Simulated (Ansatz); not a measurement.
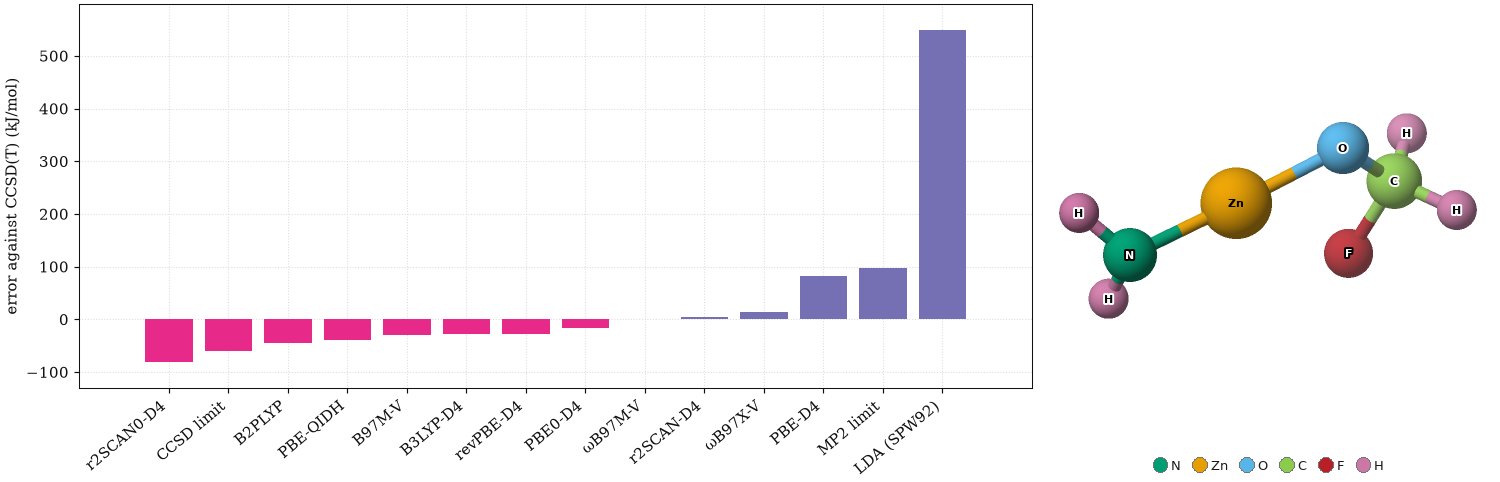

Error in the electronic atomisation energy (method less reference, so positive means overbinding) of CH₄FNOZn, SMILES [NH2][Zn][O]CF, singlet: functionals in def2-TZVPP against frozen-core CCSD(T) at the limit (MP2 extrapolated from triple and quadruple zeta, plus CCSD(T) less MP2 in a smaller set), which gives 3028.5 kJ/mol, at a PBE0-D4/def2-TZVP geometry (a minimum by its frequencies), no zero-point or spin-orbit term, the Ansatz code. The reference leaves out core correlation, a term that grows with the number of heavy atoms. Choice of cores on heavy atoms: Zn/Cu 3s3p. B2PLYP and PBE-QIDH hold a correlation term that converges slowly with the basis, so part of the distance to the limit is basis error. No dispersion term is added to B2PLYP and PBE-QIDH. Limit means the basis limit.

> What range do the values span?

From −80.3 kJ/mol (r2SCAN0-D4) to 548.5 kJ/mol (LDA (SPW92)).

> Which of these levels overbind, and which underbind?

Overbind: PBE-D4, MP2 limit and LDA (SPW92). Underbind: r2SCAN0-D4, CCSD limit, B2PLYP, PBE-QIDH, B97M-V, B3LYP-D4 and revPBE-D4. Within 25 kJ/mol of zero, too close to call in view of what the reference leaves out: PBE0-D4, ωB97M-V, r2SCAN-D4 and ωB97X-V.

Limits of at least one run: no scalar relativity up to krypton; one conformer of a flexible molecule.
